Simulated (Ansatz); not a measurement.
**Geometry relaxation, with input and output: AlZrH$_{3}$Cl$_{3}$OF (part 1 of 2)**

System: AlZrH$_{3}$Cl$_{3}$OF.
Method: RHF/def2-SVP (Ansatz 0.2.0).

It belongs to a series of runs on one base structure; here: end point A relaxed. Figures and captions count atoms from 1; the log counts them from 0 in places.

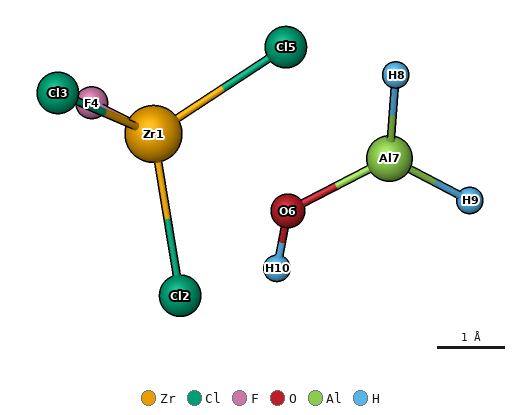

Figure 1. The input geometry (ball-and-stick view, seen at a tilt; atoms are numbered from 1 in the order of the input). Sticks mark near contacts. Bond lengths as drawn: Al–H 1.57 Å, Al–O 1.72 Å, Cl–Zr 2.34 to 2.48 Å, F–Zr 1.87 Å and H–O 0.97 Å.

**Summary**

| quantity | value |
| --- | --- |
| outcome | converged |
| total energy | −50144.6065 eV |
| mean-field energy | −50144.6065 eV |
| largest force (length of the vector) at the end | 0.031 eV/Å |
| hardware | 4 threads of INTEL XEON PLATINUM @ 2.10GHz (Emerald Rapids), 24 GiB of memory available, shared host |
| wall time | 57 s (CPU time 3 min) |
| peak memory | 0.48 GiB |

**Input**
```yaml
crystal:
  periodic: [false, false, false]
  atoms:
    - { symbol: Zr, position_ang: [0.020145, 0.249046, -0.094752] }
    - { symbol: Cl, position_ang: [0.010758, 0.431658, 2.376774] }
    - { symbol: Cl, position_ang: [2.101089, 0.600927, -1.112618] }
    - { symbol: F, position_ang: [-1.026734, 1.686569, -0.678214] }
    - { symbol: Cl, position_ang: [-1.133637, -1.671893, -0.911676] }
    - { symbol: O, position_ang: [1.325621, -2.344303, 1.367414] }
    - { symbol: Al, position_ang: [0.597215, -3.844836, 0.940676] }
    - { symbol: H, position_ang: [1.199751, -4.575114, -0.311825] }
    - { symbol: H, position_ang: [-0.53353, -4.426329, 1.869637] }
    - { symbol: H, position_ang: [1.167722, -1.862825, 2.193186] }
basis:
  gaussian: { orbitals: def2-SVP }
hamiltonian:
  xc: hf
relax:
  f_tol: 0.03
  max_steps: 50
```

Launch command:
```bash
ansatz run input.yaml --threads 4 --pin off --max-ram 5120MiB --backend cpu --events-out ev --progress --plain --runs-dir out
```

**The program's output**
```
The last accepted step is kept in [file] (removed where the run ends without a failure and the disk answers)
Engine: ansatz 0.2.0, x86_64-unknown-linux-gnu
Functional definition: HF
  exchange = exact_x
  correlation = 0
1474 factors; integrals over basis functions are off by at most 2.8e-4 eV
mean field evaluation 1: about -50136.7522 eV, gradient 5.2e1 eV
mean field evaluation 2: about -50136.8645 eV, gradient 5.3e1 eV
mean field evaluation 4: about -50143.1627 eV, gradient 3.4e0 eV
mean field evaluation 8: about -50143.2252 eV, gradient 4.4e-1 eV
mean field -50143.22588295 eV, -1842.7295628991 hartree, gradient 6.4e-5 eV, S^2 0.000000; 0 other end points of the search recorded, 0 dependent functions left out
the calculation of the forces begins
reference -50143.22588295 eV, -1842.7295628991 hartree; 48, 48 occupied and 98, 98 virtual orbitals, 1474 factors
relax step   1: F+E_penalty+E_count = -50143.22588295 eV  Δ(F+E_penalty+E_count) = +0.000e0 eV  max|allowed force component| = 1.490e0 eV/Å  Δτ_max = 0.0000 Å  (37 SCF iters, accepted)
these checks for a lower state are left out or cut short: starts, cluster_reference, orbital_swaps, neighbouring_geometries, increment
1474 factors; integrals over basis functions are off by at most 4.1e-4 eV
mean field evaluation 16: about -50143.4342 eV, gradient 1.1e0 eV
mean field -50143.43785585 eV, -1842.7373527595 hartree, gradient 1.0e-5 eV, S^2 0.000000; 0 other end points of the search recorded, 0 dependent functions left out
[... from here on the field's lines of each further geometry are left out, up to the last ...]
relax step   2: F+E_penalty+E_count = -50143.43785585 eV  Δ(F+E_penalty+E_count) = -2.120e-1 eV  max|allowed force component| = 1.453e0 eV/Å  Δτ_max = 0.1948 Å  (37 SCF iters, accepted)
relax step   3: F+E_penalty+E_count = -50143.80866550 eV  Δ(F+E_penalty+E_count) = -3.708e-1 eV  max|allowed force component| = 1.594e0 eV/Å  Δτ_max = 0.1949 Å  (38 SCF iters, accepted)
relax step   4: F+E_penalty+E_count = -50144.12993970 eV  Δ(F+E_penalty+E_count) = -3.213e-1 eV  max|allowed force component| = 2.040e0 eV/Å  Δτ_max = 0.1949 Å  (38 SCF iters, accepted)
relax step   5: F+E_penalty+E_count = -50144.35381391 eV  Δ(F+E_penalty+E_count) = -2.239e-1 eV  max|allowed force component| = 1.476e0 eV/Å  Δτ_max = 0.1948 Å  (38 SCF iters, accepted)
relax step   6: F+E_penalty+E_count = -50144.46626658 eV  Δ(F+E_penalty+E_count) = -1.125e-1 eV  max|allowed force component| = 8.761e-1 eV/Å  Δτ_max = 0.1946 Å  (38 SCF iters, accepted)
relax step   7: F+E_penalty+E_count = -50144.51657431 eV  Δ(F+E_penalty+E_count) = -5.031e-2 eV  max|allowed force component| = 3.020e-1 eV/Å  Δτ_max = 0.1313 Å  (38 SCF iters, accepted)
relax step   8: F+E_penalty+E_count = -50144.52830137 eV  Δ(F+E_penalty+E_count) = -1.173e-2 eV  max|allowed force component| = 1.764e-1 eV/Å  Δτ_max = 0.0717 Å  (39 SCF iters, accepted)
relax step   9: F+E_penalty+E_count = -50144.53685938 eV  Δ(F+E_penalty+E_count) = -8.558e-3 eV  max|allowed force component| = 1.181e-1 eV/Å  Δτ_max = 0.0290 Å  (40 SCF iters, accepted)
relax step  10: F+E_penalty+E_count = -50144.53949913 eV  Δ(F+E_penalty+E_count) = -2.640e-3 eV  max|allowed force component| = 4.296e-2 eV/Å  Δτ_max = 0.0217 Å  (39 SCF iters, accepted)
relax step  11: F+E_penalty+E_count = -50144.54834667 eV  Δ(F+E_penalty+E_count) = -8.848e-3 eV  max|allowed force component| = 6.128e-2 eV/Å  Δτ_max = 0.0900 Å  (39 SCF iters, accepted)
relax step  12: F+E_penalty+E_count = -50144.56323512 eV  Δ(F+E_penalty+E_count) = -1.489e-2 eV  max|allowed force component| = 2.131e-1 eV/Å  Δτ_max = 0.1949 Å  (37 SCF iters, accepted)
relax step  13: F+E_penalty+E_count = -50144.57025010 eV  Δ(F+E_penalty+E_count) = -7.015e-3 eV  max|allowed force component| = 2.596e-1 eV/Å  Δτ_max = 0.1172 Å  (39 SCF iters, accepted)
relax step  14: F+E_penalty+E_count = -50144.57804031 eV  Δ(F+E_penalty+E_count) = -7.790e-3 eV  max|allowed force component| = 4.403e-1 eV/Å  Δτ_max = 0.1564 Å  (39 SCF iters, accepted)
relax step  15: F+E_penalty+E_count = -50144.59056391 eV  Δ(F+E_penalty+E_count) = -1.252e-2 eV  max|allowed force component| = 3.060e-1 eV/Å  Δτ_max = 0.0773 Å  (39 SCF iters, accepted)
relax step  16: F+E_penalty+E_count = -50144.59916602 eV  Δ(F+E_penalty+E_count) = -8.602e-3 eV  max|allowed force component| = 9.582e-2 eV/Å  Δτ_max = 0.0777 Å  (39 SCF iters, accepted)
relax step  17: F+E_penalty+E_count = -50144.60356638 eV  Δ(F+E_penalty+E_count) = -4.400e-3 eV  max|allowed force component| = 1.108e-1 eV/Å  Δτ_max = 0.0661 Å  (39 SCF iters, accepted)
relax step  18: F+E_penalty+E_count = -50144.60546447 eV  Δ(F+E_penalty+E_count) = -1.898e-3 eV  max|allowed force component| = 9.066e-2 eV/Å  Δτ_max = 0.0377 Å  (39 SCF iters, accepted)
relax step  19: F+E_penalty+E_count = -50144.60609855 eV  Δ(F+E_penalty+E_count) = -6.341e-4 eV  max|allowed force component| = 4.098e-2 eV/Å  Δτ_max = 0.0246 Å  (39 SCF iters, accepted)
relax step  20: F+E_penalty+E_count = -50144.60635782 eV  Δ(F+E_penalty+E_count) = -2.593e-4 eV  max|allowed force component| = 3.089e-2 eV/Å  Δτ_max = 0.0196 Å  (40 SCF iters, accepted)
the calculation of the forces begins
reference -50144.60649317 eV, -1842.7802993888 hartree; 48, 48 occupied and 98, 98 virtual orbitals, 1474 factors
relax step  21: F+E_penalty+E_count = -50144.60649317 eV  Δ(F+E_penalty+E_count) = -1.353e-4 eV  max|allowed force component| = 2.983e-2 eV/Å  Δτ_max = 0.0206 Å  (40 SCF iters, accepted)
```

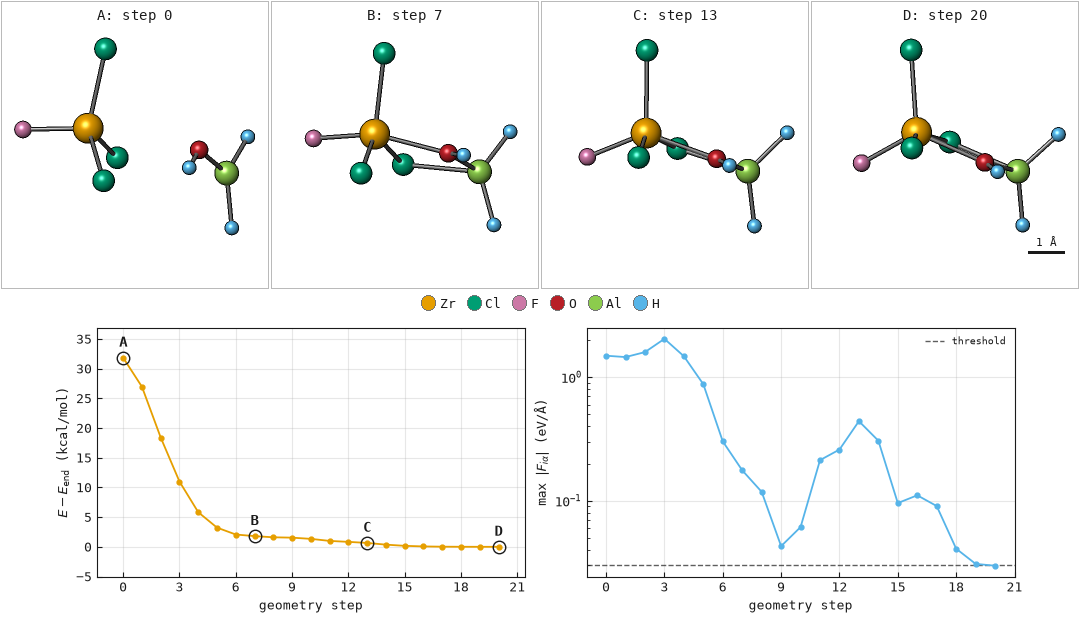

Figure 2. Frames of the relaxation (ball-and-stick view, seen at a tilt) above the curves, on which the letters mark them (the first geometry is step 0 here and step 1 in the log).

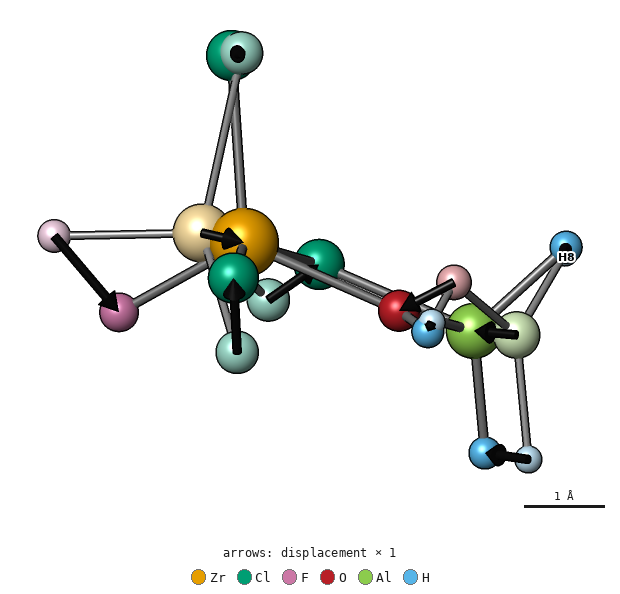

Figure 3. Start (faint) and end (solid) with the displacements as black arrows, at true length (ball-and-stick view, seen at a tilt). The two geometries are laid on each other by the best rigid fit. The largest move after the best rigid fit is that of F4, 1.26 Å. By element the largest moves are F 1.26 Å, Cl 1.14 Å, O 0.78 Å, H 0.76 Å, Al 0.63 Å, Zr 0.59 Å. Among the contacts that change: Zr1–O6 3.251 → 2.128 Å, Cl5–Al7 3.339 → 2.324 Å, Zr1–Cl5 2.385 → 2.671 Å, O6–Al7 1.722 → 1.876 Å. New bonds form: Cl5–Al7 (3.34 → 2.32 Å), Zr1–O6 (3.25 → 2.13 Å). Among the angles that change: Cl2–Zr1–Cl5 113.5° → 155.9°, Cl3–Zr1–Cl5 113.7° → 95.1°, F4–Zr1–Cl5 104.0° → 88.2°. After 20 geometry steps the energy has fallen by 31.8 kcal/mol. Largest force component: 1.5 eV/Å at the start, 0.03 eV/Å at the end. (Atoms are counted from 1 in the order of the input.)

```
1474 factors; integrals over basis functions are off by at most 3.7e-4 eV
mean field -50144.60649317 eV, -1842.7802993888 hartree, gradient 1.0e-5 eV, S^2 0.000000; 1 other end points of the search recorded, 0 dependent functions left out
the calculation of the forces begins
reference -50144.60649317 eV, -1842.7802993888 hartree; 48, 48 occupied and 98, 98 virtual orbitals, 1474 factors
Total energy: -50144.60649317 eV, -1842.7802993888 hartree
Atom 0 at     0.295513    -0.103778     0.290169 Å, force     0.029831     0.009148    -0.004267 eV/Å
Atom 1 at     0.935560     1.030731     2.289812 Å, force    -0.005255    -0.006802     0.000245 eV/Å
Atom 2 at     1.928074     0.608370    -1.255896 Å, force    -0.008301    -0.006798     0.001698 eV/Å
Atom 3 at    -1.389423     0.693812     0.015603 Å, force    -0.024597     0.009667    -0.002623 eV/Å
Atom 4 at    -0.538391    -2.172156    -1.180102 Å, force     0.003113     0.006996    -0.008203 eV/Å
Atom 5 at     0.667549    -1.908099     1.355282 Å, force     0.001344    -0.023547    -0.000090 eV/Å
Atom 6 at     0.236176    -3.538603     0.532977 Å, force    -0.000048     0.000517     0.008013 eV/Å
Atom 7 at     1.543019    -4.283062     0.081312 Å, force    -0.003978    -0.001199     0.000588 eV/Å
Atom 8 at    -0.973352    -4.214599     1.273479 Å, force     0.004496     0.004472     0.000002 eV/Å
Atom 9 at     1.023676    -1.869716     2.235968 Å, force     0.003394     0.007546     0.004637 eV/Å
Dipole moment:     0.152840    -0.361382     0.404400 e Å
```

**Trajectory as extended XYZ (Å, eV, eV/Å), 21 frames, from step=1 to step=21**
```
10
Properties=species:S:1:pos:R:3:forces:R:3 step=1 energy=-50143.22588
Zr    0.0201    0.2490   -0.0948    0.2426  -0.3973   1.4904
Cl    0.0108    0.4317    2.3768   -0.0741   0.0987  -1.2202
Cl    2.1011    0.6009   -1.1126    0.0138  -0.0081  -0.0035
F    -1.0267    1.6866   -0.6782   -0.0241   0.0045   0.0008
Cl   -1.1336   -1.6719   -0.9117   -0.0033   0.0117  -0.0005
O     1.3256   -2.3443    1.3674   -0.5236   1.0110   0.8219
Al    0.5972   -3.8448    0.9407    0.0779   0.0334  -0.0337
H     1.1998   -4.5751   -0.3118   -0.0304   0.0240   0.0306
H    -0.5335   -4.4263    1.8696    0.0223   0.0149  -0.0128
H     1.1677   -1.8628    2.1932    0.2991  -0.7928  -1.0730
10
Properties=species:S:1:pos:R:3:forces:R:3 step=2 energy=-50143.43786
Zr    0.0566    0.1825   -0.0028    0.2915  -0.7113  -0.6050
Cl   -0.0087    0.4786    2.2989   -0.0881   0.3569   1.0068
Cl    2.1071    0.5724   -1.0782    0.2134   0.0170  -0.0027
F    -0.9857    1.6138   -0.6299   -0.0463   0.0152   0.0372
Cl   -1.1250   -1.6925   -0.8848   -0.2160  -0.2138  -0.1030
O     1.1944   -2.2340    1.2748   -0.0829   1.0848   1.3496
Al    0.6042   -3.8258    0.9326   -0.3284   0.0691  -0.3914
H     1.1995   -4.5566   -0.3198    0.0719  -0.0020   0.0764
H    -0.5159   -4.4202    1.8670    0.1509   0.0033   0.0848
H     1.2019   -1.8754    2.1807    0.0340  -0.6191  -1.4528
10
Properties=species:S:1:pos:R:3:forces:R:3 step=3 energy=-50143.80867
Zr    0.1147    0.0073    0.0598    0.4336  -0.3367  -0.0213
Cl   -0.0277    0.5654    2.3376   -0.0182   0.1746   0.6602
Cl    2.1479    0.5178   -1.0205    0.1403  -0.0894   0.0124
F    -0.9214    1.4519   -0.5648   -0.0119  -0.1326  -0.0439
Cl   -1.1832   -1.7724   -0.8901   -0.1570  -0.4437  -0.0755
O     1.1026   -2.1128    1.2092    0.0416   1.5937   1.3789
Al    0.5551   -3.7253    0.8606   -0.4985  -0.5385  -0.4201
H     1.2015   -4.4891   -0.3468    0.0568   0.1081   0.0642
H    -0.4881   -4.3700    1.8553    0.1756   0.1271   0.0143
H     1.2272   -1.8300    2.1383   -0.1623  -0.4625  -1.5694
10
Properties=species:S:1:pos:R:3:forces:R:3 step=4 energy=-50144.12994
Zr    0.1584   -0.1056    0.1396    0.3992   0.2800  -0.1463
Cl   -0.0139    0.5693    2.4028   -0.0105   0.2214   0.5045
Cl    2.1912    0.4050   -0.9577    0.0969  -0.0560   0.0232
F    -0.8941    1.3049   -0.5441   -0.1820   0.0082  -0.1073
Cl   -1.1556   -1.8967   -0.8343   -0.2363  -0.6097  -0.1421
O     0.9906   -1.9713    1.1359    0.6854   0.8697   2.0401
Al    0.4870   -3.6211    0.7751   -0.6711  -0.6291  -0.5684
H     1.2018   -4.3949   -0.3847    0.0853   0.1238   0.0826
H    -0.4662   -4.2920    1.8397    0.1670   0.1700  -0.0152
H     1.2293   -1.7547    2.0662   -0.3339  -0.3783  -1.6712
```
